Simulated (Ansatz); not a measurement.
# What LiMgBr3 (model cell, started as cubic perovskite with Mg in the octahedra) distorts into

Wanted: the energy along a soft mode of LiMgBr3 (model cell, started as cubic perovskite with Mg in the octahedra) and the structure at the end.

Method: DFT PBEsol, scalar-relativistic, plane waves, PAW; PAW set soft_1, in Ansatz 0.2.0.

The structure was built from a prototype and need not be the compound's stable phase.

## Step 1: The starting structure

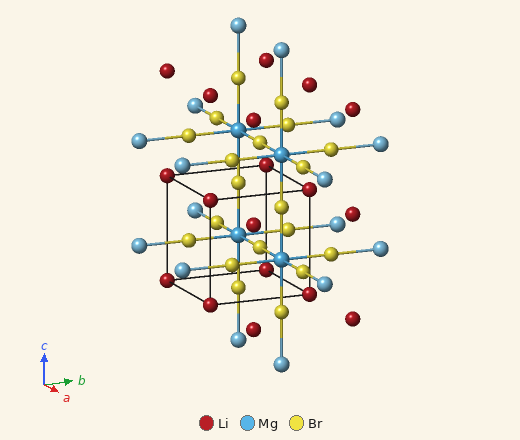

Start, viewed slightly off an axis; lithium red, magnesium blue, bromine yellow. 2×1×2 cells are drawn. Some periodic images of atoms are drawn too.

Structure file:

```cif
data_structure
_symmetry_space_group_name_H-M 'Pm-3m'
_symmetry_Int_Tables_number 221
_cell_length_a 5.2123
_cell_length_b 5.2123
_cell_length_c 5.2123
_cell_angle_alpha 90.000
_cell_angle_beta 90.000
_cell_angle_gamma 90.000
_cell_volume 141.61
loop_
_atom_site_label
_atom_site_type_symbol
_atom_site_symmetry_multiplicity
_atom_site_Wyckoff_symbol
_atom_site_fract_x
_atom_site_fract_y
_atom_site_fract_z
_atom_site_occupancy
Li1 Li 1 a 0.00000 0.00000 0.00000 1
Mg1 Mg 1 b 0.50000 0.50000 0.50000 1
Br1 Br 3 c 0.50000 0.50000 0.00000 1
```

## Step 2: The dispersion

The cell comes from relaxations at this level that are not shown. Stability and thermal properties need the whole zone. Linear response on a 2×2×2 q mesh gives force constants as far as a supercell of that size would, and the tensors from the zone-centre run are typed in so that the long-range dipole term is interpolated apart.

The input, input.yaml:

```yaml
crystal:
  lattice:
    - [5.2123358958, 0.0, 0.0]
    - [0.0, 5.2123358958, 0.0]
    - [0.0, 0.0, 5.2123358958]
  atoms:
    - { symbol: Li, position: [0.0, 0.0, 0.0] }
    - { symbol: Mg, position: [0.5, 0.5, 0.5] }
    - { symbol: Br, position: [0.5, 0.5, 0.0] }
    - { symbol: Br, position: [0.5, 0.0, 0.5] }
    - { symbol: Br, position: [0.0, 0.5, 0.5] }
kpoints:
  mp_grid: { grid: [6, 6, 6] }
hamiltonian:
  xc: pbesol
  pseudopotentials: { kind: paw, azcp: { folder: soft_1 }, xc_functional: pbe }
scf:
  occupations: { method: fixed }
output:
  eigenvalues: true
phonons:
  method: dfpt
  qmesh: [2, 2, 2]
  temperatures: { t_max: 1000, t_step: 50 }
  qpath:
    path:
      - [[0.0, 0.0, 0.0], [0.0, 0.5, 0.0], [0.5, 0.5, 0.0], [0.0, 0.0, 0.0], [0.5, 0.5, 0.5], [0.0, 0.5, 0.0]]
      - [[0.5, 0.5, 0.5], [0.5, 0.5, 0.0]]
    npoints: 10
  non_analytic_term:
    high_frequency_dielectric_tensor: [[3.3007, 0.0, 0.0], [0.0, 3.3007, 0.0], [0.0, 0.0, 3.3007]]
    born_effective_charges:
      - { species: Li, tensor: [[1.4392, 0.0, 0.0], [0.0, 1.4392, 0.0], [0.0, 0.0, 1.4392]] }
      - { species: Mg, tensor: [[2.3693, 0.0, 0.0], [0.0, 2.3693, 0.0], [0.0, 0.0, 2.3693]] }
      - { species: Br, tensor: [[-0.8839, 0.0, 0.0], [0.0, -0.8839, 0.0], [0.0, 0.0, -2.0407]] }
      - { species: Br, tensor: [[-0.8839, 0.0, 0.0], [0.0, -2.0407, 0.0], [0.0, 0.0, -0.8839]] }
      - { species: Br, tensor: [[-2.0407, 0.0, 0.0], [0.0, -0.8839, 0.0], [0.0, 0.0, -0.8839]] }
    source: "zone-centre run at this cell"
```

The run is started by

```
> ansatz run input.yaml --threads 8 --pin off --max-ram 16384MiB --backend cpu --events-out ev --progress --plain --runs-dir out
```

Numbers of over 12 decimals in the logs are rounded to 6 here.

The program printed:

```text
Engine: ansatz 0.2.0, aarch64-unknown-linux-gnu
Pseudopotentials: kind: paw
Pseudopotential: Li, paw, valence charge 3, recommended cutoff 420 eV (normal), soft_1/Li.paw.azcp
Pseudopotential: Mg, paw, valence charge 10, recommended cutoff 420 eV (normal), soft_1/Mg.paw.azcp
Pseudopotential: Br, paw, valence charge 7, recommended cutoff 420 eV (normal), soft_1/Br.paw.azcp
Functional definition: PBEsol
  exchange = pbesol_x
  correlation = pbesol_c
Crystal: 5 atoms, lattice volume = 141.611 Å³
Basis set: ecut = 420 eV, 2777 PW (Γ), exchange–correlation on 72×72×72 points (8 copies of the dense FFT grid, shifted against one another)
Bands: 22, of which v1, the nominal top of the filled ones, is band 17 counted from 1 (16 counted from 0)
Symmetry: 48 space group operations
k-points: 20 of 216
Non-local potential: Li, projectors of the file, l = 0: 3, l = 1: 2, l = 2: 1
Non-local potential: Mg, projectors of the file, l = 0: 3, l = 1: 2, l = 2: 1
Non-local potential: Br, projectors of the file, l = 0: 2, l = 1: 2, l = 2: 2
PAW form: soft (Blöchl's): semilocal exchange-correlation on the pseudo side does not see the compensation charge
PAW frozen core: Mg, regenerated for the run's functional, and the local potential with it (the file was generated under x = pbe(κ = 0.804, μ = 0.219515), c = pbe(β = 0.066725))
PAW frozen core: Br, regenerated for the run's functional, and the local potential with it (the file was generated under x = pbe(κ = 0.804, μ = 0.219515), c = pbe(β = 0.066725))
PAW one-centre angular grid: Li, 110 points (default); XC on 64 Gauss nodes
PAW one-centre angular grid: Mg, 110 points (default); XC on 64 Gauss nodes
PAW one-centre angular grid: Br, 110 points (default); XC on 64 Gauss nodes
Initial density: superposition of atomic densities (chi_scale 0.1, normalization cell, long waves kept (reshape's long-wave potential 0.01 eV rms))
Initial wavefunctions: pseudopotential atomic-orbital guess
Functional: x = pbesol(κ = 0.804, μ = 0.123457), c = pbesol(β = 0.046)
SCF iter   1: F=—  HF=-10331.144700 eV  |F-HF|=—  |Δ(HF+E_count)|=         —  Δρ=3.53e-2  dr2=1.38e0  ethr=3.10e-3  ⟨swp⟩=4.5  Hψ=1973  notcnv=0  defer=49
preconditioner: auto → Resta (q_TF=auto, 2.151 Å⁻¹)  ε∞=3.2  [insulator: Δε(μ)=1.745 eV  Ē_g=10.312 eV  n_scr=26 (ndim 8)  ℏωp=15.3 eV  f_vac=0.000  ε∞_Penn≈3.2]
SCF iter   2: F=—  HF=-10330.762296 eV  |F-HF|=—  |Δ(HF+E_count)|=   3.82e-1  Δρ=1.62e-2  dr2=3.75e-1  ethr=3.10e-3  ⟨swp⟩=2.4  Hψ=963  notcnv=0  defer=40
SCF iter   3: F=—  HF=-10330.696483 eV  |F-HF|=—  |Δ(HF+E_count)|=   6.58e-2  Δρ=2.43e-3  dr2=1.69e-2  ethr=1.10e-3  ⟨swp⟩=2.5  Hψ=790  notcnv=0  defer=47
SCF iter   4: F=—  HF=-10330.700297 eV  |F-HF|=—  |Δ(HF+E_count)|=   3.81e-3  Δρ=6.17e-4  dr2=1.23e-3  ethr=4.96e-5  ⟨swp⟩=2.5  Hψ=791  notcnv=0  defer=56
SCF iter   5: F=—  HF=-10330.700961 eV  |F-HF|=—  |Δ(HF+E_count)|=   6.63e-4  Δρ=1.41e-4  dr2=3.71e-5  ethr=3.61e-6  ⟨swp⟩=2.0  Hψ=619  notcnv=0  defer=56
SCF iter   6: F=—  HF=-10330.700964 eV  |F-HF|=—  |Δ(HF+E_count)|=   3.26e-6  Δρ=2.86e-5  dr2=1.38e-6  ethr=1.09e-7  ⟨swp⟩=2.6  Hψ=740  notcnv=0  defer=38
SCF iter   7: F=—  HF=-10330.700962 eV  |F-HF|=—  |Δ(HF+E_count)|=   2.27e-6  Δρ=6.10e-6  dr2=7.40e-8  ethr=4.07e-9  ⟨swp⟩=2.0  Hψ=735  notcnv=0  defer=25
SCF iter   8: F=—  HF=-10330.700962 eV  |F-HF|=—  |Δ(HF+E_count)|=   1.23e-7  Δρ=1.14e-6  dr2=2.25e-9  ethr=2.18e-10  ⟨swp⟩=2.4  Hψ=668  notcnv=0  defer=25
SCF iter   9: F=—  HF=-10330.700962 eV  |F-HF|=—  |Δ(HF+E_count)|=   4.06e-9  Δρ=2.41e-7  dr2=1.23e-10  ethr=6.61e-12  ⟨swp⟩=2.0  Hψ=707  notcnv=0  defer=25
SCF iter  10: F=-10330.700962 eV  HF=-10330.700962 eV  |F-HF|=7.28e-12  |Δ(HF+E_count)|=  2.00e-10  Δρ=6.06e-8  dr2=5.29e-12  ethr=1.00e-12  ⟨swp⟩=12.4  Hψ=2765  notcnv=0
SCF 1 converged in 10 iterations: F = -10330.700962 eV  dr2 = 5.29e-12
  greatest PAW one-centre occupation: 1.000 electrons in one spin orbital (limit 2), on the Mg atom at site 1 (counted from 0), in its partial waves of l = 0
NSCF: frozen V_eff on 20 k-points
NSCF: frozen V_eff on 64 k-points
DFPT response loops at q = (0, 0, 0) (fractional): preconditioner auto → none (the input reference at scf.mixing.eps_inf says where Resta's filter doesn't serve); β = 0.50; Broyden in place of MSR1
NSCF: frozen V_eff on 128 k-points
DFPT response loops at q = (0, 0, -0.5) (fractional): preconditioner auto → Resta (q_TF=auto, 2.151 Å⁻¹)  ε∞=4.6 (no band partly filled); β = 1.00, the filter's whole step (`scf.mixing.beta` (0.50) is not read by the response loops at its default; to damp them type it under 1.00, their step now; it binds the ground state too); Broyden in place of MSR1
NSCF: frozen V_eff on 128 k-points
DFPT response loops at q = (0, -0.5, -0.5) (fractional): mixed as the last ones told, above
NSCF: frozen V_eff on 128 k-points
DFPT response loops at q = (-0.5, -0.5, -0.5) (fractional): mixed as the last ones told, above
SCF converged after 10 iterations
Free energy (F): -10330.700962 eV
Harris-Foulkes:  -10330.700962 eV  (|F-HF|=7.28e-12)
Internal energy: -10330.700962 eV  (E = F + TS)
E sigma→0 (E₀):  -10330.700962 eV
Fermi energy:    1.967920 eV
--- Per-component energies (eV) ---
  E_band       = -537.013082
  E_kinetic    = 482.866353
  E_local      = -2981.069457  (includes V_loc(G=0)·N_el)
  E_nonlocal   = 331.303442
  E_hartree    = 1039.947882
  E_xc         = -621.077320
  E_vxc        = -374.197205  (∫ρ·V_xc dr)
  E_paw        = -7119.633098  (= ΣΔE_a)
  E_vpaw       = -75.812063  (= ΣTr[D̂ρ^β])
  E_aug_tail   = 0.000104  (compensation charges beyond the density's cutoff)
  E_ewald      = -1463.374543
  E_core_change = 0.335675  (= ΣΔE_core)
  E_smearing   = -0.000000  (= −TS)
  E_closure    = 0.000000  (closes the sum)
  Σ components = -10330.700962   (vs F -10330.700962, Δ=0.00e0)
--- Band table (eV; the first three rows and the last of 20) ---
  k-point 0: bands = [... 13 lower, 1.0803, 1.3781, 1.3781, 1.3781, 4.8368, 4.9424, 8.8370, 8.8370, ... 1 higher]
  k-point 1: bands = [... 13 lower, 0.9964, 1.0148, 1.3204, 1.3204, 5.1802, 5.3989, 8.4507, 8.8617, ... 1 higher]
  k-point 2: bands = [... 13 lower, 0.7002, 0.8906, 1.2907, 1.2907, 5.8879, 6.4824, 7.6796, 8.7094, ... 1 higher]
  k-point 19: bands = [... 13 lower, 0.7915, 1.9679, 1.9679, 1.9679, 5.5787, 7.7993, 7.7993, 7.7993, ... 1 higher]
--- Phonons (Γ-DFPT): 4 representative perturbations + reference (Σ response iterations 12) ---
  ASR residual: 1.990e-4 → 0.000e0 eV/Å²; symmetrization residual: 6.076e-7 eV/Å²
  ASR residual per site (eV/Å²): 1.56e-5 1.99e-4 4.39e-5 4.39e-5 4.39e-5
  Γ frequencies (cm⁻¹): -175.82 -175.82 -175.82 -9.94 -9.94 -9.94 0.00 0.00 0.00 83.42 83.42 83.42 238.14 238.14 238.14
--- Phonons (arbitrary-q DFPT): 4 irreducible q on the 2×2×2 mesh ---
  q = [0.0000, 0.0000, 0.0000] (star 1, of the zone-centre solve; hermiticity 1.82e-7, symmetrization 5.26e-12): -175.82 -175.82 -175.82 -9.94 -9.94 -9.94 0.00 0.00 0.00 83.42 83.42 83.42 238.14 238.14 238.14
  q = [0.0000, 0.0000, -0.5000] (star 3, 9 solved perturbations in 504 linear systems a pass and spin channel, the states on 64 of 216 k-point pairs; hermiticity 1.61e-7, symmetrization 2.75e-8): -167.05 -167.05 -19.41 -19.41 15.59 48.75 48.75 59.11 59.60 84.36 84.36 186.55 237.76 237.76 258.32
  q = [0.0000, -0.5000, -0.5000] (star 3, 9 solved perturbations in 504 linear systems a pass and spin channel, the states on 64 of 216 k-point pairs; hermiticity 3.40e-7, symmetrization 1.13e-7): -155.46 -151.19 -151.19 -66.53 35.11 35.11 66.48 66.48 79.92 91.32 124.79 184.36 237.50 270.57 270.57
  q = [-0.5000, -0.5000, -0.5000] (star 1, 4 solved perturbations in 184 linear systems a pass and spin channel, the states on 64 of 216 k-point pairs; hermiticity 1.23e-6, symmetrization 6.14e-7): -172.71 -172.71 -172.71 -66.57 -66.57 -66.57 89.67 89.67 89.67 123.17 123.17 195.93 271.69 271.69 271.69
  sum rule: each row above includes the acoustic sum rule's correction from the zone centre's row sums; it moved no ω² by more than (1.49 cm⁻¹)²
  mesh force constants: q→R imaginary residual 3.49e-18; ASR residual 1.990e-4 → 0.000e0 eV/Å²; symmetrization residual 7.994e-15 eV/Å²
  interpolated dispersion: 63 rows × 15 modes
  density of states and harmonic sums: on the 12×12×12 q-mesh, interpolated from the force constants of a 2×2×2 supercell (with the dipole–dipole term of supplied tensors)
  largest difference from the sums on the solved wave vectors: F 7.23e-2 eV, S 9.60e-5 and C_V 3.20e-5 eV/K
  zero-point energy: 0.084503 eV/cell   skipped modes (ω ≤ 0): 435, of them read as no rigid motion or as one in doubt: 432 (5.149e0 modes/cell left out, lowest -175.82 cm⁻¹)   left out of the sums: 3.43e-1 of the cell's modes: C_V's classical limit lies that fraction below 3 k_B per atom; for a crystal, a wire or a layer, F and S can be off by more, and a phonons.interpolated_qmesh denser along its periods is the remedy for the sampling
```

Wall time 41 s (8 threads of Arm Neoverse V2, shared host); peak memory 0.9 GiB; 5.1 min of CPU time.

Reading the cycles: dr2 is the Hartree energy of the density residual (eV), the measure of convergence; HF is the Harris–Foulkes estimate of the energy, which meets the free energy F at convergence.

This step gave:

| Item | Value |
| --- | --- |
| gap on the k-mesh | 2.869 eV |
| volume per atom | 28.32 Å³ |
| sum-rule residual before enforcement | 1.99e-4 eV/Å² |
| lowest frequency on the path | -175.8 cm⁻¹ |
| point group | m-3m |
| highest frequency on the path or at a solved wavevector | 307.6 cm⁻¹ |
| highest optical mode at the zone centre (no LO-TO term) | 238.1 cm⁻¹ |
| lowest optical zone-centre mode | -175.8 cm⁻¹ |
| lowest mode on the q mesh (acoustic modes at Γ apart) | -175.8 cm⁻¹ |

Frequencies (cm⁻¹) solved at each irreducible wavevector; negative means imaginary. Frequencies by wavevector, by row:

```
q in reciprocal lattice units  star  mode 1  mode 2  mode 3  mode 4  mode 13  mode 14  mode 15
                        0 0 0     1  -175.8  -175.8  -175.8    -9.9    238.1    238.1    238.1
                     0 0 -0.5     3  -167.1  -167.1   -19.4   -19.4    237.8    237.8    258.3
                  0 -0.5 -0.5     3  -155.5  -151.2  -151.2   -66.5    237.5    270.6    270.6
               -0.5 -0.5 -0.5     1  -172.7  -172.7  -172.7   -66.6    271.7    271.7    271.7
```

Interpolated from a 2×2×2 q mesh, with the LO-TO term (at Γ the limit along the path; where Γ stands inside the path, tables give the limit on arrival). Phonon branches along the path, in cm⁻¹:

```csv
point,branch 1,branch 2,branch 3,branch 4,branch 12,branch 13,branch 14,branch 15
Γ,-176,-176,-88,-10,96,238,238,308
X,-167,-167,-19,-19,187,238,238,258
M,-156,-151,-151,-66,184,238,271,271
Γ,-176,-176,-88,-10,96,238,238,308
R,-173,-173,-173,-67,196,272,272,272
X,-167,-167,-19,-19,187,238,238,258
jump to R,-173,-173,-173,-67,196,272,272,272
M,-156,-151,-151,-66,184,238,271,271
```

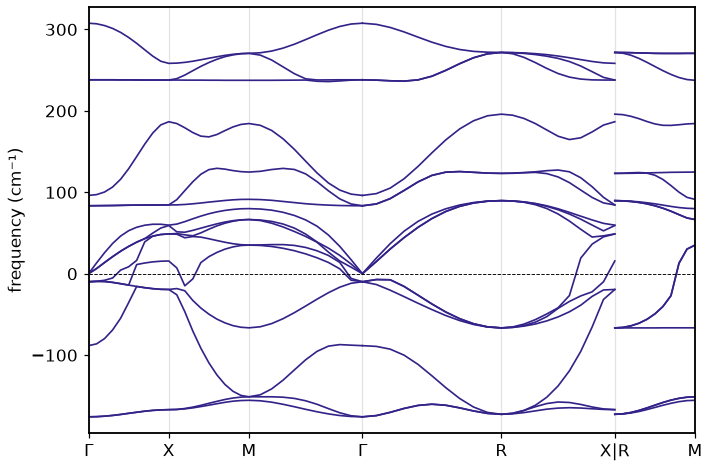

Phonon branches along the path.

Symmetry leaves 4 wavevectors to solve. The lowest mode among them, the acoustic zeros apart, lies at Γ and is imaginary, 175.8i cm⁻¹, so the energy falls along it.

## Step 3: The mode frozen in, largest atomic shift 0 Å

The mode followed lies at q = (-0.5, -0.5, -0.5) with frequency 172.7i cm⁻¹ and is 3-fold degenerate, one of the unstable modes though not the softest. At small amplitude the distorted cell has space group no. 139 by a symmetry search on the positions. The undistorted cell that holds it gives the zero of energy on the same k mesh.

System of this step: LiMgBr3 (model cell, started as cubic perovskite with Mg in the octahedra). It takes space group Pm-3m (No. 221, cubic). Conventional cell: a = 5.212 Å, b = 5.212 Å, c = 5.212 Å, α = 90.00°, β = 90.00°, γ = 90.00°. Nearest to Li lie 12 Br at 3.69 Å. Nearest to Mg lie 6 Br at 2.61 Å. Br has 2 Mg at 2.61 Å nearest. Farther neighbours and most contacts between anions are not listed.

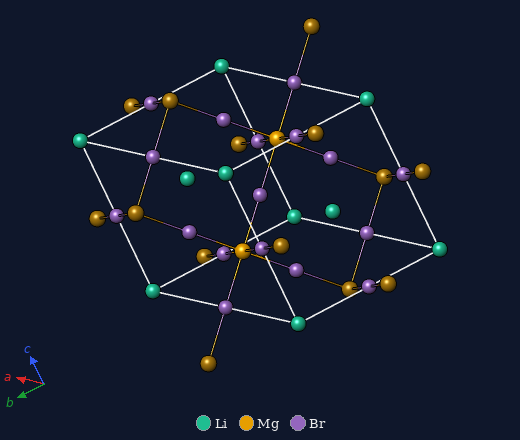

The cell of this step (lithium teal, magnesium orange, bromine purple). Some periodic images of atoms are drawn too.

The input, input.yaml:

```yaml
crystal:
  lattice:
    - [5.2123358958, 5.2123358958, 0.0]
    - [5.2123358958, 0.0, 5.2123358958]
    - [5.2123358958, 0.0, -5.2123358958]
  atoms:
    - { symbol: Li, position: [0.0, 0.0, 0.0] }
    - { symbol: Li, position: [0.0, 0.5, 0.5] }
    - { symbol: Mg, position: [0.5, 0.25, 0.75] }
    - { symbol: Mg, position: [0.5, 0.75, 0.25] }
    - { symbol: Br, position: [0.5, 0.0, 0.0] }
    - { symbol: Br, position: [0.5, 0.5, 0.5] }
    - { symbol: Br, position: [0.0, 0.5, 0.0] }
    - { symbol: Br, position: [0.0, 0.0, 0.5] }
    - { symbol: Br, position: [0.5, 0.0, 0.5] }
    - { symbol: Br, position: [0.5, 0.5, 0.0] }
kpoints:
  mp_grid: { grid: [4, 4, 4] }
hamiltonian:
  xc: pbesol
  pseudopotentials: { kind: paw, azcp: { folder: soft_1 }, xc_functional: pbe }
scf:
  occupations: { method: gaussian, width: 0.02 }
output:
  forces: true
  stress: true
  eigenvalues: true
```

The program printed:

```text
[...]
Crystal: 10 atoms, lattice volume = 283.222 Å³
Basis set: ecut = 420 eV, 5577 PW (Γ), exchange–correlation on 100×100×100 points (8 copies of the dense FFT grid, shifted against one another)
Bands: 44, of which v1, the nominal top of the filled ones, is band 34 counted from 1 (33 counted from 0)
Symmetry: 96 space group operations
[...]
k-points: 8 of 64
[...]
k-point 0: bands = [... 30 lower, 1.3782, 1.9680, 1.9680, 1.9680, 4.8368, 4.9425, 5.5787, 7.7993, ... 2 higher]
  k-point 1: bands = [... 30 lower, 1.3736, 1.7443, 1.7443, 1.8178, 5.3610, 5.6428, 5.9409, 7.5051, ... 2 higher]
  k-point 2: bands = [... 30 lower, 1.4957, 1.4957, 1.4957, 1.4957, 6.3877, 6.3877, 6.7695, 6.7695, ... 2 higher]
  k-point 7: bands = [... 30 lower, 1.0428, 1.0428, 1.5365, 1.5365, 6.9808, 6.9808, 7.3480, 7.3480, ... 2 higher]
[key lines of the parts left out:]
SCF converged after 8 iterations
Free energy (F): -20661.401487 eV
Fermi energy:    3.402467 eV
P = ⅓ Tr σ = 0.0048 GPa (0.048 kbar)
```

The job ended after 0.95 s (8 threads; peak memory 0.77 GiB; 5.8 s of CPU time).

This step gave:

```
pressure                         : 0.004782 GPa
energy from the undistorted cell : 0 meV/atom
```

At this level the gap is 2.87 eV on the k-mesh of the self-consistent run, which can miss the band edges.

## Step 4: The mode frozen in, largest atomic shift 0.6 Å

The atoms are moved along the unstable eigenvector, the largest shift by 0.6 Å, with the cell fixed.

input.yaml, the sections that differ from step 3:

```yaml
crystal:
  lattice:
    - [5.2123358958, 5.2123358958, 0.0]
    - [5.2123358958, 0.0, 5.2123358958]
    - [5.2123358958, 0.0, -5.2123358958]
  atoms:
    - { symbol: Li, position: [0.1151115377, -0.0575557689, -0.0575557689] }
    - { symbol: Li, position: [-0.1151115377, 0.5575557689, 0.5575557689] }
    - { symbol: Mg, position: [0.5, 0.25, 0.75] }
    - { symbol: Mg, position: [0.5, 0.75, 0.25] }
    - { symbol: Br, position: [0.5, -0.0028475377, -0.0028475377] }
    - { symbol: Br, position: [0.5, 0.5028475377, 0.5028475377] }
    - { symbol: Br, position: [0.0, 0.5, 0.0] }
    - { symbol: Br, position: [0.0, 0.0, 0.5] }
    - { symbol: Br, position: [0.5, -0.0028475377, 0.5028475377] }
    - { symbol: Br, position: [0.5, 0.5028475377, -0.0028475377] }
# kpoints, hamiltonian, scf, output: as in step 3
```

The program printed:

```text
[...]
Crystal: 10 atoms, lattice volume = 283.222 Å³
Basis set: ecut = 420 eV, 5577 PW (Γ), exchange–correlation on 100×100×100 points (8 copies of the dense FFT grid, shifted against one another)
Bands: 44, of which v1, the nominal top of the filled ones, is band 34 counted from 1 (33 counted from 0)
Symmetry: 16 space group operations
[...]
k-points: 13 of 64
[...]
k-point 0: bands = [... 30 lower, 1.3335, 1.8098, 1.9364, 1.9364, 4.7683, 5.1114, 5.7722, 7.6708, ... 2 higher]
  k-point 1: bands = [... 30 lower, 1.3418, 1.6030, 1.7136, 1.7696, 5.4185, 5.6747, 6.1240, 7.4403, ... 2 higher]
  k-point 2: bands = [... 30 lower, 1.4511, 1.4636, 1.4687, 1.4702, 6.4843, 6.5261, 6.7175, 6.7516, ... 2 higher]
  k-point 12: bands = [... 30 lower, 0.7425, 1.1251, 1.1251, 1.7970, 6.6854, 6.9590, 7.1163, 7.1833, ... 2 higher]
[key lines of the parts left out:]
SCF converged after 8 iterations
Free energy (F): -20661.660473 eV
Fermi energy:    3.352401 eV
P = ⅓ Tr σ = 0.0858 GPa (0.858 kbar)
```

Run time: 1.3 s. Hardware: 8 threads; peak memory 0.91 GiB; 8.6 s of CPU time.

Numbers from this step:

```
pressure                         : 0.08583 GPa
gap on the k-mesh                : 2.832 eV
energy from the undistorted cell : -25.90 meV/atom
```

The energy, extrapolated to zero smearing, is -25.90 meV/atom against the undistorted cell.

The run ends at a pressure of 0.09 GPa, with forces up to 0.36 eV/Å.

(Part 1 of 3 ends here.)

[Logs are printed without paths, hosts, clocks, repeated set-up lines and the standing remarks that a program may print on its own settings, such as how far it seeks lower states.]

[Hosts, paths, dates, database ids (printed as entryN), source tags and the programs' standing remarks are cut or masked in the printed files.]
